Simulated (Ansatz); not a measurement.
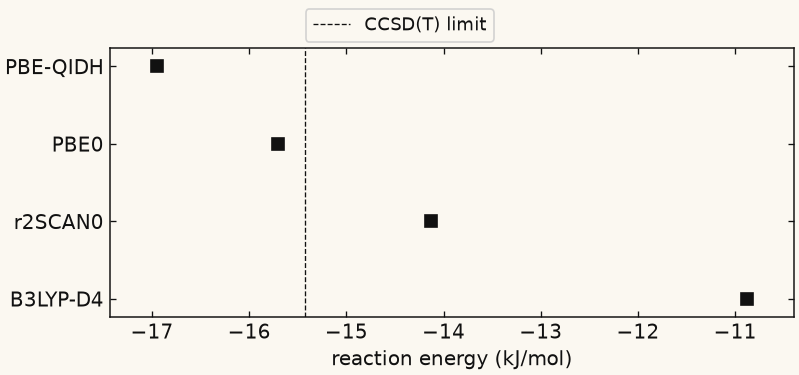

Electronic reaction energy of AlN₂H₅ ([NH2][AlH][NH2]) + BH₃S (BS) → AlBNH₅S (B[S][AlH][NH2]) + NH₃ (N) (SMILES in brackets) at several levels (functionals in def2-TZVPP unless a basis is named), isolated molecules at PBE0-D4 triple-zeta geometries, minima by their frequencies, no zero-point or thermal terms, the Ansatz code 0.2.0. The line is frozen-core CCSD(T) at the basis limit (MP2 extrapolated from triple and quadruple zeta, plus CCSD(T) less MP2 in a smaller set). PBE-QIDH holds a correlation term that converges slowly with the basis, so part of the distance to the limit is basis error. No dispersion term is added to PBE-QIDH, PBE0 and r2SCAN0.

Question: What range do the values span, the line included?

Answer: From −17.0 kJ/mol (PBE-QIDH) to −10.9 kJ/mol (B3LYP-D4).

Question: Which level comes closest to the line (CCSD(T) limit), and which misses most?

Answer: Closest PBE0 (−15.7 kJ/mol), against −15.4 kJ/mol; farthest B3LYP-D4 (−10.9 kJ/mol).

Known limits of this run: one conformer of each flexible molecule.
